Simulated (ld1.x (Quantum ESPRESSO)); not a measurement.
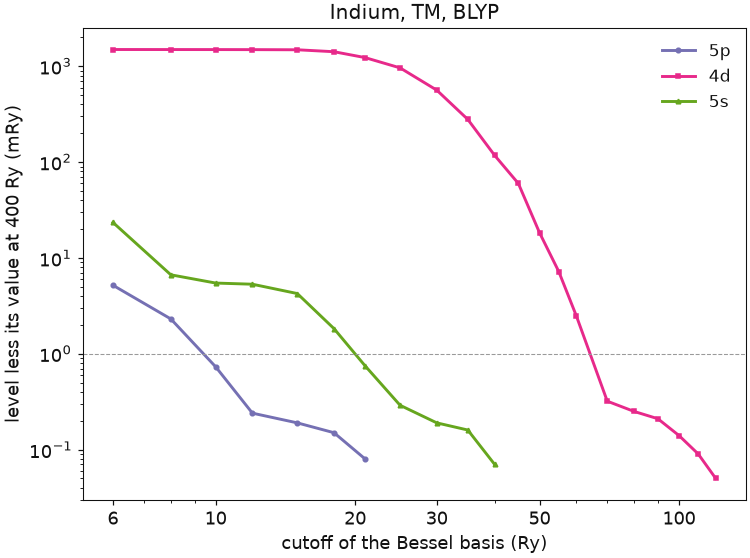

The pseudo-atom Hamiltonian at the reference potential is diagonalised in spherical Bessel functions (20 bohr box) up to the cutoff. Curves: distance of each valence level from its value at 400 Ry.

Input of ld1.x (Quantum ESPRESSO) 7.5:

```
 &input
   title='In', zed=49., rel=0, dft='BLYP', iswitch=3,
   config='[Kr] 4d10 5s1.75 5p1.25',
   nld=3, rlderiv=2.95, eminld=-3.0, emaxld=5.0, deld=0.02
 /
 &inputp
   pseudotype=2, tm=.true., lloc=0,
   nlcc=.true., rcore=1.55,
   file_pseudopw='In.UPF', file_wfcaegen='ae.wfc', file_wfcncgen='nc.wfc', file_beta='beta', file_chi='chi'
 /
3
5P  2  1   1.25   0.00  2.70  2.70  0.0
4D  3  2  10.00   0.00  1.85  1.85  0.0
5S  1  0   1.75   0.00  2.25  2.25  0.0
 &test
   configts(1)='4d10 5s1.75 5p1.25'
 /
```

Command:
```bash
ld1.x < In.in > In.out
```

Functional and relativity: BLYP, non-relativistic.

### What cutoffs are needed for 10 mRy and 1 mRy in the sum of levels?

70 Ry and 110 Ry, on the ladder of cutoffs that was run.

### Which occupied shell is the hardest?

4d: its level needs 70 Ry to come within 1 mRy, against 21 Ry for 5s.

### At which cutoff does each level come within 1 mRy for good?

5p: 10 Ry; 4d: 70 Ry; 5s: 21 Ry.
